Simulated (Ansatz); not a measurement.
# BFH3NO: search for a transition state

Wanted: the transition state of a 1,2-elimination (form N2–H4 and break B1–N2, O3–H4). The guess is relaxed with those distances held, a saddle search follows, and vibrations and two downhill relaxations check it.

Program: Ansatz 0.2.0, Gaussian basis. Level of theory: PBE0-D4, def2-SVP first, then def2-TZVP. These are calculated values, not measurements.

90 further runs of the same task are left out: 90 set aside as unsound or not needed.

### 1 Starting geometry

The guess: 7 atoms, charge 0, spin multiplicity 1.

Atoms are counted from 1 here; the program's logs count them from 0.

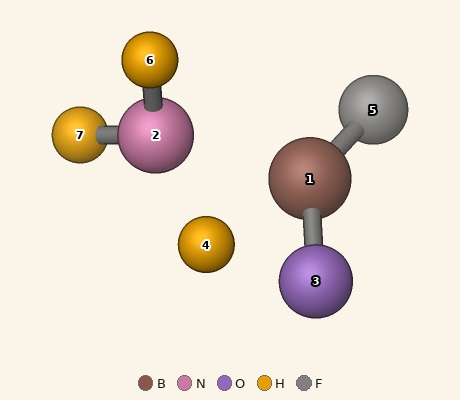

The starting geometry (boron brown, nitrogen pink, oxygen purple, hydrogen amber, fluorine grey); atoms are numbered from 1 in the order of the file.

Geometry (Å):

```tsv
atom	x (Å)	y (Å)	z (Å)
B1	-0.5999	0.6154	0.4518
N2	0.5566	-0.5987	-0.2100
O3	-0.9334	1.0623	-0.6956
H4	-0.0976	0.1747	-1.0938
F5	-0.8191	0.7766	1.7247
H6	1.5439	-0.4478	-0.0564
H7	0.3494	-1.5825	-0.1207
```

Distances that are to change: N2–H4 1.34 Å, B1–N2 1.80 Å, O3–H4 1.28 Å.

### 2 Constrained relaxation of the guess

hold/in.yaml reads:

```yaml
crystal:
  periodic: [false, false, false]
  atoms:
    - {symbol: B, position_ang: [-0.599900, 0.615400, 0.451800]}
    - {symbol: N, position_ang: [0.556600, -0.598700, -0.210000]}
    - {symbol: O, position_ang: [-0.933400, 1.062300, -0.695600]}
    - {symbol: H, position_ang: [-0.097600, 0.174700, -1.093800]}
    - {symbol: F, position_ang: [-0.819100, 0.776600, 1.724700]}
    - {symbol: H, position_ang: [1.543900, -0.447800, -0.056400]}
    - {symbol: H, position_ang: [0.349400, -1.582500, -0.120700]}
basis:
  gaussian: {orbitals: def2-SVP}
hamiltonian: {xc: pbe0, dispersion: d4}
relax: {f_tol: 0.08, max_steps: 120, escape_saddle: false, constraints: [{distance: [1, 3]}, {distance: [0, 1]}, {distance: [2, 3]}]}
```

Command:

```sh
$ ansatz run in.yaml --threads 2 --pin off --events-out ev --progress --plain --max-ram 4352MiB
```

The program printed, shortened:

```text
Functional definition: PBE0
  name "PBE0"
  cite "Adamo & Barone, J. Chem. Phys. 110, 6158 (1999) doi:10.1063/1.478522"
  cite "Perdew, Burke & Ernzerhof, Phys. Rev. Lett. 77, 3865 (1996) doi:10.1103/PhysRevLett.77.3865"
  parent pbe
[...]
773 factors; integrals over basis functions are off by at most 4.3e-4 eV
[...]
mean field -6968.28463670 eV, -256.0797371259 hartree, gradient 6.8e-5 eV, S^2 0.000000; 0 other end points of the search recorded, 0 dependent functions left out
[...]
reference -6968.28465814 eV, -256.0797379137 hartree; 16, 16 occupied and 55, 55 virtual orbitals, 773 factors
relax step   1: F+E_penalty+E_count = -6968.35641120 eV  Δ(F+E_penalty+E_count) = +0.000e0 eV  max|allowed force component| = 7.393e-1 eV/Å  Δτ_max = 0.0000 Å  (23 SCF iters, accepted)
[...]
relax step   4: F+E_penalty+E_count = -6968.40556530 eV  Δ(F+E_penalty+E_count) = -8.352e-4 eV  max|allowed force component| = 8.674e-2 eV/Å  Δτ_max = 0.0103 Å  (24 SCF iters, accepted)
[...]
relax step   5: F+E_penalty+E_count = -6968.40610728 eV  Δ(F+E_penalty+E_count) = -5.420e-4 eV  max|allowed force component| = 7.472e-3 eV/Å  Δτ_max = 0.0072 Å  (25 SCF iters, accepted)
  distance N 1 - H 3 held at 1.344332 Å   reaction = +4.5821e-1 eV/Å
  distance B 0 - N 1 held at 1.802640 Å   reaction = +2.4374e0 eV/Å
  distance O 2 - H 3 held at 1.282559 Å   reaction = +3.7232e-1 eV/Å
773 factors; integrals over basis functions are off by at most 4.5e-4 eV
mean field -6968.33554847 eV, -256.0816080989 hartree, gradient 4.5e-5 eV, S^2 0.000000; 1 other end points of the search recorded, 0 dependent functions left out
[...]
reference -6968.33556959 eV, -256.0816088751 hartree; 16, 16 occupied and 55, 55 virtual orbitals, 773 factors
Total energy: -6968.40612840 eV, -256.0842018635 hartree
Atom 0 at    -0.587664     0.607312     0.427502 Å, force     1.570305    -1.639587    -0.889271 eV/Å
Atom 1 at     0.574025    -0.605242    -0.228014 Å, force    -1.804889     1.910154     0.603520 eV/Å
Atom 2 at    -0.964587     1.085305    -0.705804 Å, force     0.245199    -0.258328    -0.108109 eV/Å
Atom 3 at    -0.116329     0.191694    -1.062000 Å, force    -0.010571    -0.012694     0.390244 eV/Å
Atom 4 at    -0.809074     0.765385     1.708948 Å, force    -0.001385     0.001602     0.007472 eV/Å
Atom 5 at     1.562621    -0.455601    -0.035270 Å, force     0.002120     0.000317    -0.001553 eV/Å
Atom 6 at     0.340908    -1.588854    -0.105362 Å, force    -0.000778    -0.001465    -0.002302 eV/Å
Dipole moment:     0.479317    -0.522249     0.082797 e Å
```

Run time: 4.3 s. Hardware: 2 threads of Intel Xeon 6975P-C, shared host.

Along the way:

```tsv
step	energy from step 1 (eV)	largest force component (eV/Å)
1	0.0000	0.7393
2	-0.0460	0.1759
3	-0.0483	0.1255
4	-0.0492	0.0867
5	-0.0497	0.0075
```

Close pairs (by a distance rule), those that changed most:

```tsv
bond	before (Å)	after (Å)	change (Å)
B1–O3	1.276	1.286	+0.011
N2–H7	1.009	1.018	+0.009
B1–F5	1.302	1.310	+0.008
N2–H6	1.011	1.018	+0.008
```

### 3 A starting Hessian

hessian/in.yaml reads:

```yaml
crystal:
  periodic: [false, false, false]
  atoms:
    - {symbol: B, position_ang: [-0.587664, 0.607312, 0.427502]}
    - {symbol: N, position_ang: [0.574025, -0.605242, -0.228014]}
    - {symbol: O, position_ang: [-0.964587, 1.085305, -0.705804]}
    - {symbol: H, position_ang: [-0.116329, 0.191694, -1.062000]}
    - {symbol: F, position_ang: [-0.809074, 0.765385, 1.708948]}
    - {symbol: H, position_ang: [1.562621, -0.455601, -0.035270]}
    - {symbol: H, position_ang: [0.340908, -1.588854, -0.105362]}
basis:
  gaussian: {orbitals: def2-SVP}
hamiltonian: {xc: pbe0, dispersion: d4}
phonons: {}
scf: {lower_state_search: off}
```

Command:

```sh
$ ansatz run in.yaml --threads 2 --pin off --events-out ev --progress --plain --max-ram 4352MiB
```

The program printed, shortened:

```text
[... 5 set-up lines as earlier in the session ...]
[...]
773 factors; integrals over basis functions are off by at most 4.4e-4 eV
[...]
mean field -6968.33555262 eV, -256.0816082513 hartree, gradient 9.6e-7 eV, S^2 0.000000; 0 other end points of the search recorded, 0 dependent functions left out
[...]
reference -6968.33557374 eV, -256.0816090273 hartree; 16, 16 occupied and 55, 55 virtual orbitals, 773 factors
[... from here to the last solve, the lines of the solves are left out (41 solves) ...]
773 factors; integrals over basis functions are off by at most 4.4e-4 eV
mean field -6968.33555104 eV, -256.0816081934 hartree, gradient 1.8e-6 eV, S^2 0.000000; 0 other end points of the search recorded, 0 dependent functions left out
[...]
WARN: phonons: modes at or below zero, which the zero-point energy, F, S and C_V leave out: 1, the lowest at -1612.57 cm⁻¹. A minimum has none, and a first-order saddle one
[...]
Total energy: -6968.40613252 eV, -256.0842020149 hartree
Atom 0 at    -0.587664     0.607312     0.427502 Å, force     1.570281    -1.639554    -0.889349 eV/Å
Atom 1 at     0.574025    -0.605242    -0.228014 Å, force    -1.805010     1.910299     0.603888 eV/Å
Atom 2 at    -0.964587     1.085305    -0.705804 Å, force     0.245199    -0.258317    -0.108264 eV/Å
Atom 3 at    -0.116329     0.191694    -1.062000 Å, force    -0.010572    -0.012684     0.390031 eV/Å
Atom 4 at    -0.809074     0.765385     1.708948 Å, force    -0.001229     0.001424     0.007597 eV/Å
Atom 5 at     1.562621    -0.455601    -0.035270 Å, force     0.002117     0.000319    -0.001579 eV/Å
Atom 6 at     0.340908    -1.588854    -0.105362 Å, force    -0.000786    -0.001487    -0.002324 eV/Å
Dipole moment:     0.479317    -0.522248     0.082797 e Å
Vibrations: -1612.57 313.99 378.92 465.66 556.78 630.89 782.91 867.62 1091.42 1405.85 1499.77 1763.33 1927.58 3552.76 3666.44 cm⁻¹, zero-point energy 1.171894 eV
Checks for a lower state left out: stability, starts, cluster_reference, orbital_swaps, neighbouring_geometries, increment
```

Run time: 21 s. Hardware: 2 threads of Intel Xeon 6975P-C, shared host.

The structure is not stationary yet, so these wavenumbers are no spectrum; the search needs only the force constants.

### 4 Saddle search in the small basis

The search itself is an outer loop (partitioned rational-function steps, Bofill update of the Hessian). Each step is one single-point run with forces. It stops when the largest force is under 0.03 eV/Å and the followed curvature is negative. The first step's input:

presaddle/in.yaml reads:

```yaml
crystal:
  periodic: [false, false, false]
  atoms:
    - {symbol: B, position_ang: [-0.587664, 0.607312, 0.427502]}
    - {symbol: N, position_ang: [0.574025, -0.605242, -0.228014]}
    - {symbol: O, position_ang: [-0.964587, 1.085305, -0.705804]}
    - {symbol: H, position_ang: [-0.116329, 0.191694, -1.062000]}
    - {symbol: F, position_ang: [-0.809074, 0.765385, 1.708948]}
    - {symbol: H, position_ang: [1.562621, -0.455601, -0.035270]}
    - {symbol: H, position_ang: [0.340908, -1.588854, -0.105362]}
basis:
  gaussian: {orbitals: def2-SVP}
hamiltonian: {xc: pbe0, dispersion: d4}
output: {forces: true}
scf: {lower_state_search: off}
```

Command:

```sh
$ ansatz run in.yaml --threads 2 --pin off --events-out ev --progress --plain --max-ram 4352MiB
```

Step by step:

```tsv
step	energy (eV)	largest force (eV/Å)	followed curvature (eV/Å²)
1	-6968.40613	1.9103	-14.79
2	-6968.71356	1.1146	-15.11
3	-6968.74326	0.5535	-15.80
4	-6968.75999	0.1060	-15.30
5	-6968.76047	0.0155	-15.50
```

The 5 steps took 2.5 s in all (2 threads of Intel Xeon 6975P-C, shared host).

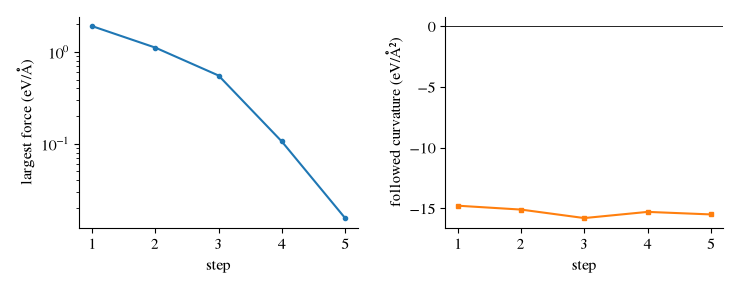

Largest force and followed curvature during the search.

### 5 Saddle search in triple zeta

The search itself is an outer loop (partitioned rational-function steps, Bofill update of the Hessian). Each step is one single-point run with forces. It stops when the largest force is under 0.008 eV/Å and the followed curvature is negative. The first step's input:

saddle/in.yaml reads:

```yaml
crystal:
  periodic: [false, false, false]
  atoms:
    - {symbol: B, position_ang: [-0.515749, 0.533038, 0.372487]}
    - {symbol: N, position_ang: [0.499863, -0.527431, -0.188688]}
    - {symbol: O, position_ang: [-0.964115, 1.084125, -0.705076]}
    - {symbol: H, position_ang: [-0.057543, 0.128910, -1.069142]}
    - {symbol: F, position_ang: [-0.726714, 0.679119, 1.674951]}
    - {symbol: H, position_ang: [1.492404, -0.383082, -0.006892]}
    - {symbol: H, position_ang: [0.271755, -1.514679, -0.077640]}
basis:
  gaussian: {orbitals: def2-TZVP}
hamiltonian: {xc: pbe0, dispersion: d4}
output: {forces: true}
scf: {lower_state_search: off}
```

Command:

```sh
$ ansatz run in.yaml --threads 2 --pin off --events-out ev --progress --plain --max-ram 4352MiB
```

Step by step:

```tsv
step	energy (eV)	largest force (eV/Å)	followed curvature (eV/Å²)
1	-6977.04211	0.2732	-15.50
2	-6977.04384	0.0318	-13.52
3	-6977.04393	0.0126	-14.32
4	-6977.04394	0.0027	-14.72
```

The 4 steps took 4 s in all (2 threads of Intel Xeon 6975P-C, shared host).

The point found:

```mol
BFH3NO
  3D, bonds by distance, orders not assigned

  7  6  0  0  0  0  0  0  0  0999 V2000
   -0.5121    0.5289    0.3752 B   0  0
    0.5011   -0.5291   -0.1825 N   0  0
   -0.9605    1.0805   -0.7083 O   0  0
   -0.0621    0.1337   -1.0672 H   0  0
   -0.7287    0.6813    1.6736 F   0  0
    1.4884   -0.3847   -0.0102 H   0  0
    0.2739   -1.5106   -0.0806 H   0  0
  1  2  8  0
  1  3  8  0
  1  5  8  0
  2  4  8  0
  2  6  8  0
  2  7  8  0
M  END
```

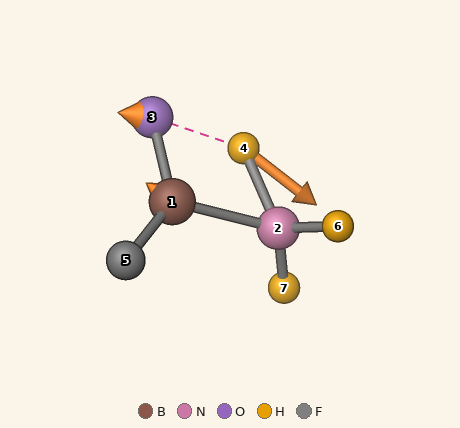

The point found; broken lines mark the pairs that react, arrows the followed mode.

### 6 Checking the order of the point

vib/in.yaml reads:

```yaml
crystal:
  periodic: [false, false, false]
  atoms:
    - {symbol: B, position_ang: [-0.512086, 0.528926, 0.375158]}
    - {symbol: N, position_ang: [0.501089, -0.529146, -0.182512]}
    - {symbol: O, position_ang: [-0.960542, 1.080507, -0.708325]}
    - {symbol: H, position_ang: [-0.062076, 0.133661, -1.067158]}
    - {symbol: F, position_ang: [-0.728718, 0.681338, 1.673596]}
    - {symbol: H, position_ang: [1.488383, -0.384669, -0.010203]}
    - {symbol: H, position_ang: [0.273851, -1.510617, -0.080556]}
basis:
  gaussian: {orbitals: def2-TZVP}
hamiltonian: {xc: pbe0, dispersion: d4}
phonons: {temperatures: {t_min: 298.15, t_max: 900, t_step: 200}}
```

Command:

```sh
$ ansatz run in.yaml --threads 2 --pin off --events-out ev --progress --plain --max-ram 4352MiB
```

The program printed, shortened:

```text
[... 5 set-up lines as earlier in the session ...]
[...]
763 factors; their error is unknown
[...]
mean field -6976.97508451 eV, -256.3991051921 hartree, gradient 1.4e-5 eV, S^2 0.000000; 0 other end points of the search recorded, 0 dependent functions left out
[...]
reference -6976.97511097 eV, -256.3991061645 hartree; 16, 16 occupied and 126, 126 virtual orbitals, 763 factors
[... from here to the last solve, the lines of the solves are left out (41 solves) ...]
763 factors; their error is unknown
mean field -6976.97507728 eV, -256.3991049266 hartree, gradient 2.5e-6 eV, S^2 0.000000; 0 other end points of the search recorded, 0 dependent functions left out
[...]
reference -6976.97510374 eV, -256.3991058989 hartree; 16, 16 occupied and 126, 126 virtual orbitals, 763 factors
WARN: phonons: modes at or below zero, which the zero-point energy, F, S and C_V leave out: 1, the lowest at -1542.03 cm⁻¹. A minimum has none, and a first-order saddle one
Total energy: -6977.04393560 eV, -256.4016354231 hartree
Atom 0 at    -0.512086     0.528926     0.375158 Å, force    -0.000474     0.000363     0.002717 eV/Å
Atom 1 at     0.501089    -0.529146    -0.182512 Å, force    -0.002416     0.002476    -0.000721 eV/Å
Atom 2 at    -0.960542     1.080507    -0.708325 Å, force     0.000067    -0.000077    -0.001548 eV/Å
Atom 3 at    -0.062076     0.133661    -1.067158 Å, force     0.000966    -0.000930     0.000233 eV/Å
Atom 4 at    -0.728718     0.681338     1.673596 Å, force     0.000028     0.000010    -0.000008 eV/Å
Atom 5 at     1.488383    -0.384669    -0.010203 Å, force     0.001203    -0.000688    -0.000305 eV/Å
Atom 6 at     0.273851    -1.510617    -0.080556 Å, force     0.000626    -0.001152    -0.000369 eV/Å
Dipole moment:     0.665614    -0.719906     0.030074 e Å
Vibrations: -1542.03 333.80 410.07 488.21 628.62 843.37 882.62 959.54 1163.95 1421.03 1563.27 1674.42 2083.76 3535.16 3628.65 cm⁻¹, zero-point energy 1.216066 eV
```

Wall time 38 s (2 threads of Intel Xeon 6975P-C, shared host).

The modes, with what each moves most:

```tsv
mode	wavenumber (cm⁻¹)	character
1	1542i	changes N2–H4, O3–H4
2	334	torsion
3	410	bend
4	488	torsion with bend
5	629	bend
6	843	B–N stretch
7	883	torsion with bend
8	960	bend
9	1164	B–F stretch
10	1421	bend
11	1563	bend
12	1674	B–O stretch
13	2084	bend with N–H stretch
14	3535	N–H stretch
15	3629	N–H stretch
```

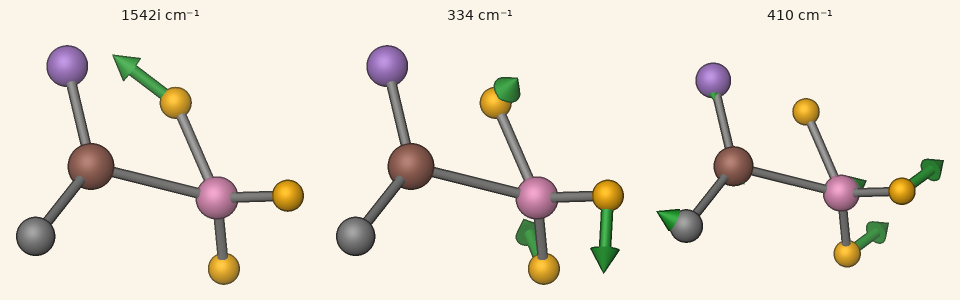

How the atoms move in 3 of the modes.

Vibrational sums (real modes only):

```tsv
T (K)	entropy (J/mol/K)	heat capacity (J/mol/K)
298	15.8	30.4
498	37.1	53.4
698	57.8	69.0
898	76.5	79.6
```

### 7 Relaxing after a step of 0.30 Å one way along the mode

downa/in.yaml reads:

```yaml
crystal:
  periodic: [false, false, false]
  atoms:
    - {symbol: B, position_ang: [-0.583874, 0.606980, 0.363930]}
    - {symbol: N, position_ang: [0.472427, -0.494749, -0.237464]}
    - {symbol: O, position_ang: [-1.039106, 1.160652, -0.650330]}
    - {symbol: H, position_ang: [0.138142, -0.084622, -1.019564]}
    - {symbol: F, position_ang: [-0.711141, 0.661734, 1.694652]}
    - {symbol: H, position_ang: [1.464971, -0.365941, -0.040233]}
    - {symbol: H, position_ang: [0.258481, -1.484054, -0.110992]}
basis:
  gaussian: {orbitals: def2-TZVP}
hamiltonian: {xc: pbe0, dispersion: d4}
relax: {f_tol: 0.005, max_steps: 200}
```

Command:

```sh
$ ansatz run in.yaml --threads 2 --pin off --events-out ev --progress --plain --max-ram 4352MiB
```

The program printed, shortened:

```text
[... 5 set-up lines as earlier in the session ...]
[...]
763 factors; their error is unknown
[...]
mean field -6977.09114178 eV, -256.4033702182 hartree, gradient 1.1e-5 eV, S^2 0.000000; 0 other end points of the search recorded, 0 dependent functions left out
[...]
reference -6977.09116970 eV, -256.4033712441 hartree; 16, 16 occupied and 126, 126 virtual orbitals, 763 factors
relax step   1: F+E_penalty+E_count = -6977.16240716 eV  Δ(F+E_penalty+E_count) = +0.000e0 eV  max|allowed force component| = 4.703e0 eV/Å  Δτ_max = 0.0000 Å  (28 SCF iters, accepted)
[...]
reference -6977.68826209 eV, -256.4253139847 hartree; 16, 16 occupied and 126, 126 virtual orbitals, 763 factors
Total energy: -6977.75977318 eV, -256.4279419688 hartree
Atom 0 at    -0.633787     0.662789     0.321053 Å, force    -0.000956     0.000645    -0.001603 eV/Å
Atom 1 at     0.444311    -0.462093    -0.260238 Å, force     0.000692    -0.000784    -0.001808 eV/Å
Atom 2 at    -1.234684     1.355467    -0.519161 Å, force     0.000518     0.000069    -0.000143 eV/Å
Atom 3 at     0.415903    -0.361879    -1.270300 Å, force    -0.000200    -0.000028     0.000828 eV/Å
Atom 4 at    -0.572138     0.520087     1.665332 Å, force     0.000077    -0.000431     0.002197 eV/Å
Atom 5 at     1.392208    -0.301594     0.070349 Å, force    -0.000153     0.000319     0.000033 eV/Å
Atom 6 at     0.188086    -1.412778    -0.007036 Å, force     0.000022     0.000211     0.000494 eV/Å
Dipole moment:     1.030723    -1.097215    -0.175670 e Å
```

Run time: 16 s. Hardware: 2 threads of Intel Xeon 6975P-C, shared host.

Step by step: (the energy doesn't fall at every step)

```tsv
step	energy from step 1 (eV)	largest force component (eV/Å)
1	0.0000	4.7030
2	-0.3474	1.1489
3	-0.4918	1.0833
4	-0.4865	2.9615
5	-0.5609	0.3141
6	-0.5932	0.1224
7	-0.5969	0.0799
8	-0.5972	0.0434
9	-0.5973	0.0129
10	-0.5973	0.0077
11	-0.5973	0.0022
```

Close pairs (by a distance rule), those that changed most:

```tsv
bond	before (Å)	after (Å)	change (Å)
N2–H4	0.944	1.015	+0.071
B1–N2	1.641	1.663	+0.022
B1–F5	1.338	1.353	+0.015
N2–H6	1.020	1.017	-0.003
N2–H7	1.020	1.017	-0.003
B1–O3	1.242	1.244	+0.002
```

### 8 Relaxing after a step of 0.30 Å the other way along the mode

downb/in.yaml reads:

```yaml
crystal:
  periodic: [false, false, false]
  atoms:
    - {symbol: B, position_ang: [-0.440299, 0.450871, 0.386385]}
    - {symbol: N, position_ang: [0.529751, -0.563544, -0.127559]}
    - {symbol: O, position_ang: [-0.881978, 1.000362, -0.766320]}
    - {symbol: H, position_ang: [-0.262293, 0.351945, -1.114753]}
    - {symbol: F, position_ang: [-0.746294, 0.700942, 1.652540]}
    - {symbol: H, position_ang: [1.511794, -0.403397, 0.019828]}
    - {symbol: H, position_ang: [0.289220, -1.537180, -0.050121]}
basis:
  gaussian: {orbitals: def2-TZVP}
hamiltonian: {xc: pbe0, dispersion: d4}
relax: {f_tol: 0.005, max_steps: 200}
```

Command:

```sh
$ ansatz run in.yaml --threads 2 --pin off --events-out ev --progress --plain --max-ram 4352MiB
```

The program printed, shortened:

```text
[... 5 set-up lines as earlier in the session ...]
[...]
763 factors; their error is unknown
[...]
mean field -6977.44182727 eV, -256.4162576724 hartree, gradient 4.2e-5 eV, S^2 0.000000; 0 other end points of the search recorded, 0 dependent functions left out
[...]
reference -6977.44185358 eV, -256.4162586392 hartree; 16, 16 occupied and 126, 126 virtual orbitals, 763 factors
relax step   1: F+E_penalty+E_count = -6977.50981775 eV  Δ(F+E_penalty+E_count) = +0.000e0 eV  max|allowed force component| = 2.729e0 eV/Å  Δτ_max = 0.0000 Å  (27 SCF iters, accepted)
[...]
reference -6979.04072517 eV, -256.4750160862 hartree; 16, 16 occupied and 126, 126 virtual orbitals, 763 factors
Total energy: -6979.11053995 eV, -256.4775817320 hartree
Atom 0 at    -0.421912     0.255511     0.288719 Å, force    -0.000892     0.001756    -0.001227 eV/Å
Atom 1 at     0.611274    -0.689670     0.160708 Å, force     0.000373    -0.000224    -0.000178 eV/Å
Atom 2 at    -0.801138     1.153972    -0.663998 Å, force     0.000708    -0.001550     0.001215 eV/Å
Atom 3 at    -0.298694     1.108459    -1.477712 Å, force    -0.000037     0.000096     0.000299 eV/Å
Atom 4 at    -1.106030     0.294737     1.436713 Å, force    -0.000041    -0.000074    -0.000101 eV/Å
Atom 5 at     1.184118    -0.802569    -0.654324 Å, force    -0.000138    -0.000171    -0.000020 eV/Å
Atom 6 at     0.832283    -1.320442     0.909895 Å, force     0.000027     0.000167     0.000011 eV/Å
Dipole moment:     0.550407    -0.310954    -0.417223 e Å
```

Wall time 22 s (2 threads of Intel Xeon 6975P-C, shared host).

Step by step: (the energy doesn't fall at every step)

```tsv
step	energy from step 1 (eV)	largest force component (eV/Å)
1	0.0000	2.7285
2	-0.4011	1.4115
3	-0.7032	1.5398
4	-0.8002	1.7355
5	-1.0166	0.6507
6	-1.0632	0.8510
7	-1.1876	0.8651
8	-1.2928	1.5163
9	-1.4590	0.8154
10	-1.5641	0.4595
11	-1.5630	0.6301
12	-1.5929	0.2391
13	-1.6005	0.0226
14	-1.6007	0.0059
15	-1.6007	0.0018
```

Close pairs (by a distance rule), those that changed most:

```tsv
bond	before (Å)	after (Å)	change (Å)
B1–N2	1.495	1.406	-0.089
B1–O3	1.351	1.363	+0.012
B1–F5	1.326	1.337	+0.011
O3–H4	0.962	0.957	-0.005
N2–H6	1.006	1.003	-0.003
N2–H7	1.006	1.004	-0.002
```

### 9 What the saddle joins

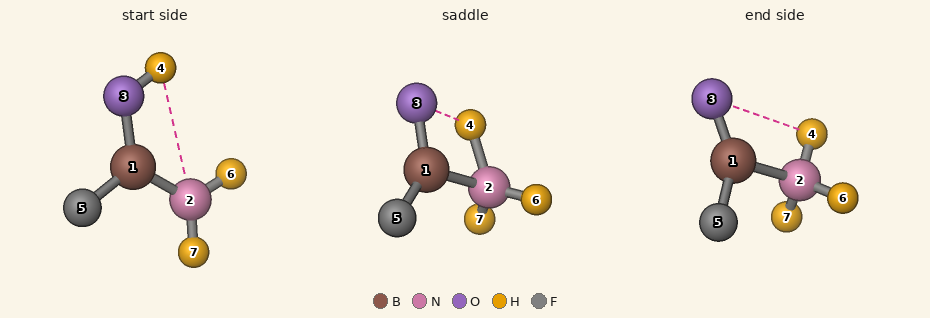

The minimum on the start side, the saddle and the minimum on the end side; broken lines mark the pairs that change.

```tsv
pair	start side (Å)	saddle (Å)	end side (Å)
N2–H4	2.597	1.241	1.015
B1–N2	1.406	1.567	1.663
O3–H4	0.957	1.354	2.498
```

### 10 Results

```
                       quantity                                       value
                 imaginary mode                                  1542i cm⁻¹
    barrier from the start side                                199.4 kJ/mol
      barrier from the end side                                 69.1 kJ/mol
             energy of the step                               +130.3 kJ/mol
              pairs that change  N2–H4 formed, B1–N2 loosened, O3–H4 broken
zero-point energy at the saddle                                    1.216 eV
```

What this shows: The point has a single imaginary mode (1542i cm⁻¹), as a transition state must. The two relaxations end on the structures that were planned. A bond meant to break is only loosened at the end: the products stay bound as an adduct. At PBE0-D4/def2-TZVP the electronic barrier is 199.4 kJ/mol, about 80 kT at 298 K, and the step runs 130.3 kJ/mol uphill. The barrier is thin enough for tunnelling; the leading (Wigner) term alone is a factor of 3.3 at 298 K. Lower complexes than these ends may exist.
